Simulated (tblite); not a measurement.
# C3H5F3Se2Si: the cost of one run

Programs: tblite 0.8.0 and PySCF 2.14.0, with density-fitted response routines of our own. Each step states its level of theory. These are calculated values for one molecule in the gas phase, unless marked as measured. Atoms count from 0, in the outputs and in this text.

### 1 The starting structure

14 atoms, charge 0, multiplicity 1; geometry from: force field or distance geometry start.

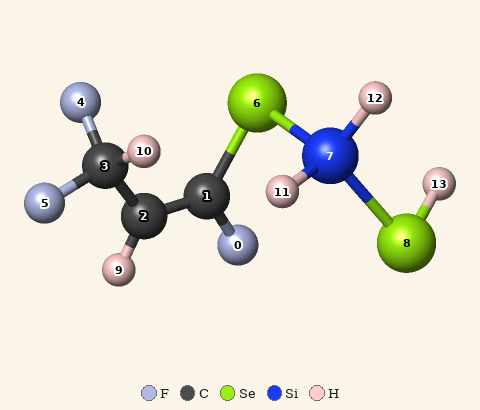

As it starts; fluorine light blue, carbon dark grey, selenium green, silicon blue, hydrogen pink, atoms numbered.

### 2 Relaxing the molecule with GFN2-xTB

The job: settings as JSON, then the geometry in Å.

```
{"job": {"kind": "relax", "xc": "GFN2-xTB", "basis": "xTB"}, "charge": 0, "multiplicity": 1}
F      0.707900    -2.207100    -0.629600
C     -0.092200    -1.095400    -0.727300
C     -1.284100    -1.113000    -0.126400
C     -2.241700     0.062300    -0.188200
F     -2.649300     0.274000    -1.475300
F     -3.356700    -0.217700     0.594800
Se     0.585300     0.423200    -1.702700
Si     1.623000     1.238600     0.172000
Se     3.280600    -0.196500     0.811200
H     -1.601700    -2.000300     0.418600
H     -1.750400     0.965600     0.213300
H      0.634500     1.366500     1.258400
H      2.193400     2.551500    -0.123700
H      3.950700    -0.052200    -0.567300
```

Run with:

```console
$ OMP_NUM_THREADS=1 python probes_run.py task.json out
```

This one command runs all jobs of the session in turn.

**Question.** How long does this first job take on 1 thread of Arm Neoverse N1, shared host, and how much memory does it need?

About 2.7 s, with a peak of 0.18 GiB.
